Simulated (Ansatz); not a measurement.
System: AlF2H···H3Si (doublet).

Input file:

```
crystal:
  periodic: [false, false, false]
  atoms:
    - { symbol: Al, position_ang: [0.0, 0.0, 0.0] }
    - { symbol: F, position_ang: [0.0, 0.0, 1.94] }
    - { symbol: F, position_ang: [1.4635, 0.0, -0.845] }
    - { symbol: H, position_ang: [-1.351, 0.0, -0.78] }
    - { symbol: Si, position_ang: [0.0, 0.0, 3.83] }
    - { symbol: H, position_ang: [-0.7436, -1.1581, 4.3174] }
    - { symbol: H, position_ang: [1.3747, -0.0649, 4.3174] }
    - { symbol: H, position_ang: [-0.6311, 1.223, 4.3174] }
magnetization:
  spin_polarized: true
  initial_magnetization: 1
basis:
  gaussian: { orbitals: def2-SVP }
hamiltonian:
  xc: { name: BHLYP }
  dispersion: d4
relax:
  f_tol: 0.15
  max_steps: 25
  restrain:
    - { distance: [1, 4], at: 2.79, k: 30.0 }
    - { distance: [0, 1], at: 1.69, k: 30.0 }
output:
  orbitals: {}
```

Run with:

```sh
ansatz run input.yaml --threads 2 --pin off --max-ram 3072MiB --backend cpu --events-out ev --progress --plain --runs-dir out
```

The fields are those of the run's last geometry, not of the input's.

Not at a stationary point (largest force 0.9 eV/Å).

The calculation used UKS BHLYP-D4/def2-SVP (Ansatz 0.2.0).

What can the converged electron density, electron localisation function and spin density tell about the bonding?

Si5···F2 (2.80 Å): the density falls to about 0.13 e/Å³ on the way; the ELF dips to about 0.05 between them.
Al–F (1.64 Å): ρ at the midpoint is about 0.84 e/Å³; the ELF peaks at about 0.85 in the valence shell of F, 0.6 Å from its nucleus, and is about 0.30 at the midpoint.
Si–H (1.49 Å): ρ is about 0.75 e/Å³ halfway; the ELF climbs to about 1 towards the hydrogen, as it does in any bond to H.
Al–H (1.55 Å): ρ at the midpoint is about 0.59 e/Å³; the ELF climbs to about 1 towards the hydrogen.
The unpaired spin (1 electron) lies mostly on Si5 (about 0.8), in electrons by Hirshfeld's partition.

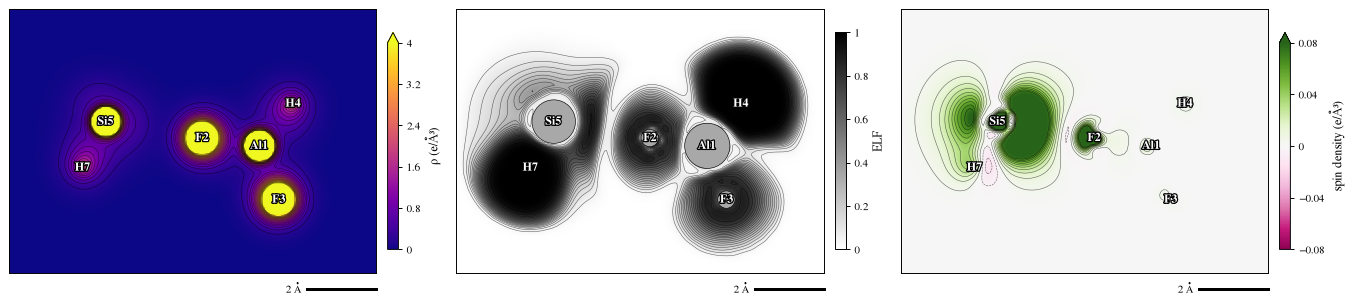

Computed electron density, electron localisation function and spin density on the plane of atoms F3, Al1 and H4, in this order. Grey discs cover the atomic cores in the ELF map. 
